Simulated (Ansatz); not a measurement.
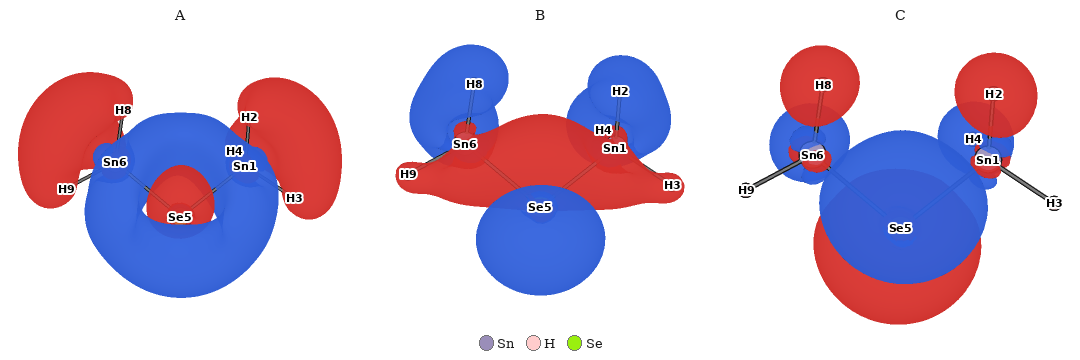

Figure. H$_{6}$SeSn$_{2}$. Three frontier orbitals at ±0.05 Å⁻³ᐟ² (blue and red are the two phases), in no order.

Geometry: PBE0-D4/def2-SVP; core potentials replace the inner electrons of Sn.

All numbers below come from RKS PBE0-D4/def2-TZVP in Ansatz.

```xyz
9

Sn   -0.9195    0.2500   -1.6324
H     0.5783    0.3955   -2.4544
H    -2.1580   -0.2537   -2.6978
H    -1.3149    1.7403   -0.8805
Se   -0.7578   -1.5699    0.1399
Sn    0.8832   -0.3284    1.6380
H     0.1679    1.1304    2.1874
H     2.3137    0.0234    0.7590
H     1.2072   -1.3875    2.9408
```

> Order the three orbitals by energy and name them.

B is the HOMO−1 (−8.16 eV). It lies mainly on Se5 (about 60 %), Sn1 (about 15 %) and Sn6 (about 15 %). C is the HOMO (−6.82 eV). It lies mainly on Se5 (about 80 %), Sn6 (about 5 %) and Sn1 (about 5 %); largely a lone pair of Se5. A is the LUMO (−1.02 eV). It lies mainly on Se5 (about 30 %), Sn6 (about 25 %) and Sn1 (about 25 %).

> What is the HOMO–LUMO gap?

5.80 eV between the orbital energies.
